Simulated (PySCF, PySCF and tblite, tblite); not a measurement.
**C₂H₄F₂: conformers and averaged spectra, part 1 of 2**

Which conformers does C₂H₄F₂ (`FCCF`) populate, and what do their averaged NMR parameters look like?

Programs: PySCF 2.14.0 with density-fitted response routines of our own, and tblite 0.8.0. All values are computed, except where a source is named. Atoms count from 0 throughout.

## (1) The molecule as given

8 atoms, charge 0, multiplicity 1; geometry from: MMFF94s geometry.

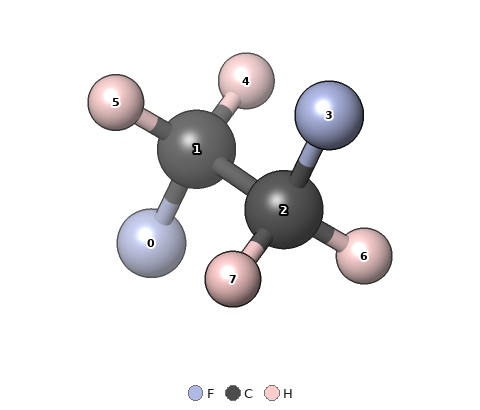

The starting geometry (fluorine light blue, carbon dark grey, hydrogen pink), atoms numbered.

## (2) GFN2-xTB relaxation, conformer 1

What the job is given:

```
{"job": {"xc": "GFN2-xTB", "basis": "xTB", "kind": "relax"}, "charge": 0, "multiplicity": 1}
F     -1.237300    -0.826500     0.930800
C     -0.756200     0.075600     0.026300
C      0.759500    -0.075100    -0.036200
F      1.244200     0.830700    -0.943700
H     -1.214900    -0.120600    -0.929200
H     -1.040000     1.076700     0.354500
H      1.034700    -1.074700    -0.364400
H      1.219000     0.123200     0.937400
```

Launch:

```console
$ OMP_NUM_THREADS=1 python ens_run.py task.json out
```

This one command runs the whole study; its stages follow in the order run.

The log of the run:

```text
step      E/eV     max force
  0    -429.35884    0.557
  1    -429.36512    0.180
  2    -429.36707    0.127
  3    -429.36930    0.114
  4    -429.36998    0.089
  5    -429.37046    0.048
  6    -429.37061    0.038
  7    -429.37061    0.038
  8    -429.37065    0.020
  9    -429.37069    0.013
 10    -429.37070    0.008
 11    -429.37070    0.006
 12    -429.37070    0.005
 13    -429.37070    0.005
 14    -429.37071    0.005
 15    -429.37071    0.003
```

Run time: 0.05 s. Hardware: 1 thread of Arm Neoverse N1, shared host.

Gain 0.012 eV; displacement 0.02 Å root mean square.

**GFN2-xTB relaxation, conformer 2**

What the job is given:

```
{"job": {"xc": "GFN2-xTB", "basis": "xTB", "kind": "relax"}, "charge": 0, "multiplicity": 1}
F     -1.183200    -0.995500     0.760900
C     -0.754400    -0.042800    -0.122300
C      0.743900     0.161800     0.089100
F      1.413300    -0.906400    -0.399400
H     -0.969600    -0.402200    -1.116100
H     -1.313000     0.870500     0.083400
H      0.983000     0.276700     1.141100
H      1.089000     1.047400    -0.461300
```

The log of the run:

```text
step      E/eV     max force
  0    -429.29692    0.820
  1    -429.31099    0.206
  2    -429.31287    0.165
  3    -429.31611    0.148
  4    -429.31726    0.118
  5    -429.31875    0.126
  6    -429.31955    0.101
  7    -429.32019    0.077
  8    -429.32079    0.079
  9    -429.32150    0.081
 10    -429.32203    0.072
 11    -429.32234    0.053
 12    -429.32257    0.054
 13    -429.32284    0.048
 14    -429.32316    0.051
 15    -429.32351    0.057
 16    -429.32391    0.077
 17    -429.32456    0.091
 18    -429.32570    0.126
 19    -429.32718    0.129
 20    -429.32822    0.090
 21    -429.32886    0.064
 22    -429.32930    0.059
 23    -429.32956    0.051
 24    -429.32968    0.019
 25    -429.32968    0.019
 26    -429.32970    0.015
 27    -429.32972    0.007
 28    -429.32972    0.006
 29    -429.32973    0.005
 30    -429.32973    0.004
 31    -429.32973    0.002
```

Wall time 0.15 s (1 thread of Arm Neoverse N1, shared host).

Gain 0.033 eV; displacement 0.11 Å root mean square.

## (3) DFT optimisation, start 1: PBE0-D3(BJ)/def2-SVP

What the job is given:

```
{"job": {"kind": "geom", "xc": "PBE0", "basis": "def2-SVP", "d3": "d3bj", "grid": 1, "maxiter": 40}, "charge": 0, "multiplicity": 1}
F     -1.256273    -0.823120     0.933113
C     -0.757322     0.076773     0.031067
C      0.759505    -0.074132    -0.037312
F      1.259727     0.825499    -0.938872
H     -1.218478    -0.136492    -0.938519
H     -1.038816     1.078073     0.372302
H      1.040262    -1.075502    -0.378949
H      1.220452     0.138313     0.932605
```

The log of the run:

```text
step      E/eV     max force
  0     -7559.05522   0.5864
  1     -7559.08128   0.1021
  2     -7559.08186   0.0054
```

Run time: 6.5 s. Hardware: 1 thread of Arm Neoverse N1, shared host; peak memory 0.31 GiB.

Gain 0.027 eV; displacement 0.02 Å root mean square.

## (4) DFT optimisation, start 2: PBE0-D3(BJ)/def2-SVP

What the job is given:

```
{"job": {"kind": "geom", "xc": "PBE0", "basis": "def2-SVP", "d3": "d3bj", "grid": 1, "maxiter": 40}, "charge": 0, "multiplicity": 1}
F     -1.256809    -0.892468     0.844649
C     -0.751577    -0.053942    -0.114105
C      0.741267     0.162902     0.087195
F      1.464637    -0.833468    -0.514079
H     -0.947799    -0.518200    -1.085339
H     -1.292613     0.892456    -0.021145
H      0.994204     0.148597     1.151722
H      1.057747     1.103535    -0.373464
```

The log of the run:

```text
step      E/eV     max force
  0     -7559.04586   0.8291
  1     -7559.09483   0.3910
  2     -7559.09906   0.1075
  3     -7559.10368   0.2271
  4     -7559.10501   0.0499
  5     -7559.10511   0.0063
```

Run time: 12 s. Hardware: 1 thread of Arm Neoverse N1, shared host; peak memory 0.31 GiB.

Relaxing gained 0.059 eV and moved the atoms by 0.12 Å on average (rms).

## (5) Shieldings, conformer 1: PBE0/pcSseg-2

What the job is given:

```
{"job": {"xc": "PBE0", "basis": "pcSseg-2", "kind": "nmr", "pop": true}, "charge": 0, "multiplicity": 1}
F     -1.229920    -0.836236     0.943291
C     -0.750905     0.069676     0.036508
C      0.753137    -0.067527    -0.042886
F      1.232499     0.840525    -0.947333
H     -1.204166    -0.121527    -0.950894
H     -1.024500     1.090101     0.354390
H      1.026988    -1.087111    -0.362904
H      1.205923     0.121511     0.945262
```

The log of the run:

```text
coarse grid: 6824 points
cycle   1  E = -278.0709267865  dE =  3.079e-01  |g| = 5.833e-01  |ddm| = 1.714e+00
cycle   2  E = -278.0180347170  dE =  5.289e-02  |g| = 8.507e-01  |ddm| = 6.396e-01
cycle   3  E = -278.1210557638  dE = -1.030e-01  |g| = 4.619e-02  |ddm| = 3.850e-01
cycle   4  E = -278.1213762890  dE = -3.205e-04  |g| = 1.200e-02  |ddm| = 2.381e-02
cycle   5  E = -278.1214058649  dE = -2.958e-05  |g| = 4.691e-03  |ddm| = 1.061e-02
cycle   6  E = -278.1214104238  dE = -4.559e-06  |g| = 2.042e-04  |ddm| = 2.959e-03
final grid: 67112 points
cycle   7  E = -278.1214792319  dE = -7.394e-05  |g| = 6.618e-03  |ddm| = 2.633e-02
cycle   8  E = -278.1214738488  dE =  5.383e-06  |g| = 8.893e-03  |ddm| = 7.310e-03
cycle   9  E = -278.1214883175  dE = -1.447e-05  |g| = 9.422e-04  |ddm| = 3.974e-03
cycle  10  E = -278.1214884471  dE = -1.296e-07  |g| = 2.911e-04  |ddm| = 6.780e-04
cycle  11  E = -278.1214884604  dE = -1.328e-08  |g| = 2.626e-05  |ddm| = 1.502e-04
cycle  12  E = -278.1214884605  dE = -8.822e-11  |g| = 1.404e-06  |ddm| = 1.527e-05
converged SCF energy = -278.1214884605

GIAO shielding tensors (ppm)
atom      isotropic    diamagn.    paramagn.     s11        s22        s33       span
  0 F      439.823     465.554     -25.731    408.413    441.767    469.291     60.878
  1 C      101.186     238.319    -137.133     68.467     73.857    161.232     92.765
  2 C      101.186     238.327    -137.141     68.467     73.858    161.233     92.766
  3 F      439.824     465.532     -25.708    408.412    441.769    469.292     60.881
  4 H       26.829      28.581      -1.752     24.043     26.752     29.692      5.649
  5 H       26.830      28.581      -1.751     24.042     26.755     29.693      5.650
  6 H       26.829      28.583      -1.754     24.043     26.752     29.692      5.649
  7 H       26.830      28.583      -1.753     24.042     26.755     29.692      5.651
```

It took 19 s on 1 thread of Arm Neoverse N1, shared host; peak memory 0.93 GiB.

This run: HOMO -9.63 eV, LUMO 0.82 eV; dipole 0.00 D.

## (6) Single-point energy, conformer 1: PBE0/def2-TZVP

The job, as its differences from that of step 5:

```diff
@@ -1,2 +1,2 @@
-{"job": {"xc": "PBE0", "basis": "pcSseg-2", "kind": "nmr", "pop": true}, "charge": 0, "multiplicity": 1}
+{"job": {"xc": "PBE0", "basis": "def2-TZVP", "kind": "sp"}, "charge": 0, "multiplicity": 1}
 F     -1.229920    -0.836236     0.943291
```

The log of the run:

```text
coarse grid: 6824 points
cycle   1  E = -278.0682500077  dE =  3.104e-01  |g| = 5.762e-01  |ddm| = 1.903e+00
cycle   2  E = -278.0161747831  dE =  5.208e-02  |g| = 8.455e-01  |ddm| = 7.496e-01
cycle   3  E = -278.1179589672  dE = -1.018e-01  |g| = 4.212e-02  |ddm| = 4.437e-01
cycle   4  E = -278.1182384931  dE = -2.795e-04  |g| = 1.337e-02  |ddm| = 2.968e-02
cycle   5  E = -278.1182769664  dE = -3.847e-05  |g| = 4.362e-03  |ddm| = 1.196e-02
cycle   6  E = -278.1182808549  dE = -3.888e-06  |g| = 2.127e-04  |ddm| = 3.267e-03
final grid: 67112 points
cycle   7  E = -278.1218907984  dE = -5.248e-05  |g| = 6.314e-03  |ddm| = 2.620e-02
cycle   8  E = -278.1218864228  dE =  4.376e-06  |g| = 8.194e-03  |ddm| = 7.576e-03
cycle   9  E = -278.1218990596  dE = -1.264e-05  |g| = 9.898e-04  |ddm| = 4.174e-03
cycle  10  E = -278.1218991971  dE = -1.375e-07  |g| = 2.330e-04  |ddm| = 7.484e-04
cycle  11  E = -278.1218992058  dE = -8.688e-09  |g| = 2.084e-05  |ddm| = 1.478e-04
cycle  12  E = -278.1218992059  dE = -6.389e-11  |g| = 1.508e-06  |ddm| = 1.721e-05
converged SCF energy = -278.1218992059
```

It took 4.6 s on 1 thread of Arm Neoverse N1, shared host; peak memory 0.58 GiB.

Key values: HOMO -9.58 eV, LUMO 1.36 eV; dipole 0.00 D.

## (7) Shieldings, conformer 2: PBE0/pcSseg-2

What the job is given:

```
{"job": {"xc": "PBE0", "basis": "pcSseg-2", "kind": "nmr", "pop": false}, "charge": 0, "multiplicity": 1}
F     -1.209424    -1.012354     0.765956
C     -0.741939    -0.060646    -0.098022
C      0.734208     0.148512     0.075080
F      1.442620    -0.923670    -0.394524
H     -0.954363    -0.379988    -1.133002
H     -1.269330     0.890845     0.093531
H      0.967223     0.292201     1.144359
H      1.040062     1.054512    -0.477944
```

The log of the run:

```text
coarse grid: 6824 points
cycle   1  E = -278.0660269885  dE =  3.233e-01  |g| = 6.091e-01  |ddm| = 1.708e+00
cycle   2  E = -277.9959444195  dE =  7.008e-02  |g| = 9.339e-01  |ddm| = 8.058e-01
cycle   3  E = -278.1230446810  dE = -1.271e-01  |g| = 4.615e-02  |ddm| = 4.984e-01
cycle   4  E = -278.1233594804  dE = -3.148e-04  |g| = 1.306e-02  |ddm| = 2.554e-02
cycle   5  E = -278.1233940174  dE = -3.454e-05  |g| = 5.232e-03  |ddm| = 1.137e-02
cycle   6  E = -278.1233997156  dE = -5.698e-06  |g| = 3.292e-04  |ddm| = 3.832e-03
final grid: 67112 points
cycle   7  E = -278.1232345946  dE = -7.378e-05  |g| = 6.322e-03  |ddm| = 2.710e-02
cycle   8  E = -278.1232299157  dE =  4.679e-06  |g| = 8.396e-03  |ddm| = 7.150e-03
cycle   9  E = -278.1232429658  dE = -1.305e-05  |g| = 9.774e-04  |ddm| = 3.822e-03
cycle  10  E = -278.1232431051  dE = -1.393e-07  |g| = 3.207e-04  |ddm| = 8.052e-04
cycle  11  E = -278.1232431214  dE = -1.625e-08  |g| = 2.771e-05  |ddm| = 1.861e-04
cycle  12  E = -278.1232431215  dE = -9.413e-11  |g| = 2.431e-06  |ddm| = 1.785e-05
converged SCF energy = -278.1232431215

GIAO shielding tensors (ppm)
atom      isotropic    diamagn.    paramagn.     s11        s22        s33       span
  0 F      419.971     465.902     -45.931    382.406    418.934    458.572     76.166
  1 C       97.333     237.878    -140.544     66.519     80.471    145.011     78.492
  2 C       97.296     237.888    -140.593     66.446     80.418    145.023     78.576
  3 F      419.909     465.878     -45.969    382.394    418.953    458.381     75.987
  4 H       26.586      28.423      -1.837     22.849     26.231     30.678      7.829
  5 H       27.009      28.679      -1.670     23.106     27.084     30.838      7.732
  6 H       26.586      28.428      -1.842     22.848     26.230     30.680      7.832
  7 H       27.010      28.674      -1.664     23.110     27.086     30.835      7.725
```

Run time: 16 s. Hardware: 1 thread of Arm Neoverse N1, shared host; peak memory 0.95 GiB.

In short: HOMO -9.55 eV, LUMO 0.63 eV; dipole 2.63 D.

(Continued in part 2 of 2.)
